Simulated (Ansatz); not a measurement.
## Single-point calculation of C2H8AlBS

C2H8AlBS, computed with RKS PBEsol-d3bjatm/cc-pVTZ-rifit (Ansatz 0.2.0).

Some settings of this run were made unusual or wrong on purpose. The geometry comes from this level: PBE0-D4/def2-TZVP. Figures and captions count atoms from 1; the log counts them from 0 in places.

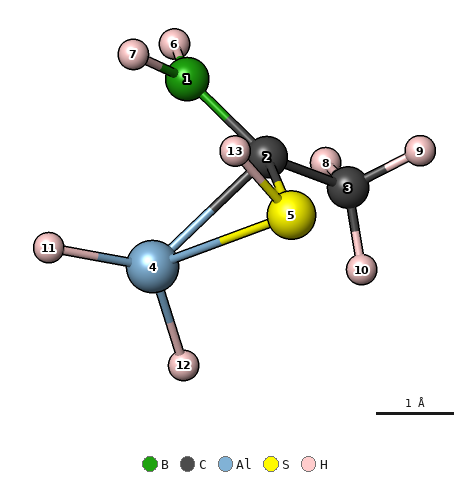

**Figure 1.** The structure (ball-and-stick view, seen at a tilt; atoms are numbered from 1 in the order of the input). Sticks mark near contacts.

## Input file
```yaml
crystal:
  periodic: [false, false, false]
  atoms:
    - {symbol: B, position_ang: [0.230867, 0.704983, 1.322345]}
    - {symbol: C, position_ang: [-0.052109, 0.449404, -0.103090]}
    - {symbol: C, position_ang: [-1.377440, 0.543412, -0.812740]}
    - {symbol: Al, position_ang: [0.629275, -1.515036, 0.151808]}
    - {symbol: S, position_ang: [1.303031, 0.251041, -1.318614]}
    - {symbol: H, position_ang: [-0.697939, 0.824671, 2.070922]}
    - {symbol: H, position_ang: [1.356246, 0.733541, 1.738477]}
    - {symbol: H, position_ang: [-2.178918, 0.497404, -0.074139]}
    - {symbol: H, position_ang: [-1.458548, 1.495598, -1.345755]}
    - {symbol: H, position_ang: [-1.541875, -0.258067, -1.540244]}
    - {symbol: H, position_ang: [1.835826, -1.930288, 1.078672]}
    - {symbol: H, position_ang: [-0.340697, -2.494550, -0.621563]}
    - {symbol: H, position_ang: [2.312683, 0.663188, -0.531180]}
basis:
  gaussian: {orbitals: cc-pVTZ-rifit}
hamiltonian: {xc: {name: PBEsol}, dispersion: d3bjatm}
output: {forces: true}
```

Launch command:
```bash
ansatz run in.yaml --threads 4 --pin off --events-out ev --progress --plain --max-ram 10444MiB
```

## Log
```
Functional definition: PBEsol
  name "PBEsol"
  cite "Perdew et al., Phys. Rev. Lett. 100, 136406 (2008) doi:10.1103/PhysRevLett.100.136406"
  cite "Perdew, Burke & Ernzerhof, Phys. Rev. Lett. 77, 3865 (1996) doi:10.1103/PhysRevLett.77.3865"
  parent pbesol
  exchange = pbesol_x
  correlation = pbesol_c
2129 factors; their error is unknown
mean field evaluation 1: about -19990.2224 eV, gradient 4.8e1 eV
mean field evaluation 2: about -19972.0107 eV, gradient 9.4e1 eV
mean field evaluation 4: about -19996.0512 eV, gradient 8.6e0 eV
mean field evaluation 8: about -19996.2202 eV, gradient 3.1e-1 eV
mean field evaluation 16: about -19996.2114 eV, gradient 8.6e-4 eV
mean field -19996.21138482 eV, -734.8472144734 hartree, gradient 2.4e-5 eV, S^2 0.000000; 0 other end points of the search recorded, 0 dependent functions left out
the calculation of the forces begins
reference -19996.21142239 eV, -734.8472158540 hartree; 27, 27 occupied and 700, 700 virtual orbitals, 2129 factors
Total energy: -19996.35469328 eV, -734.8524809621 hartree
Atom 0 at     0.230867     0.704983     1.322345 Å, force    -0.056118    -0.184746     0.064403 eV/Å
Atom 1 at    -0.052109     0.449404    -0.103090 Å, force    -0.007629    -0.057393    -0.202957 eV/Å
Atom 2 at    -1.377440     0.543412    -0.812740 Å, force     0.084859     0.007473     0.058881 eV/Å
Atom 3 at     0.629275    -1.515036     0.151808 Å, force    -0.011514     0.617546    -0.037610 eV/Å
Atom 4 at     1.303031     0.251041    -1.318614 Å, force    -0.504937    -0.256262     0.029858 eV/Å
Atom 5 at    -0.697939     0.824671     2.070922 Å, force     0.108264    -0.009196    -0.136295 eV/Å
Atom 6 at     1.356246     0.733541     1.738477 Å, force    -0.008123    -0.022138    -0.095722 eV/Å
Atom 7 at    -2.178918     0.497404    -0.074139 Å, force     0.031586    -0.015971     0.069373 eV/Å
Atom 8 at    -1.458548     1.495598    -1.345755 Å, force     0.088904     0.000990     0.012936 eV/Å
Atom 9 at    -1.541875    -0.258067    -1.540244 Å, force     0.077628    -0.060421    -0.016317 eV/Å
Atom 10 at     1.835826    -1.930288     1.078672 Å, force     0.063325    -0.038534     0.033425 eV/Å
Atom 11 at    -0.340697    -2.494550    -0.621563 Å, force    -0.040687    -0.045483    -0.053111 eV/Å
Atom 12 at     2.312683     0.663188    -0.531180 Å, force     0.174441     0.064136     0.273136 eV/Å
Dipole moment:     0.047831     0.282501    -0.428511 e Å
```

## Outcome

- outcome: converged
- total energy: −19996.3547 eV
- mean-field energy: −19996.2114 eV
- dispersion energy: −0.1433 eV
- SCF solution under orbital rotations: stable
- largest force (length of the vector): 0.619 eV/Å
- dipole moment: 2.48 D
- hardware: 4 threads of Arm Neoverse V1, 23 GiB of memory available, shared host
- wall time: 12 s (CPU time 42 s)
- peak memory: 2.7 GiB

The input was spoiled on purpose: basis. The run converged all the same; its numbers are those of the faulty input and shouldn't be used.
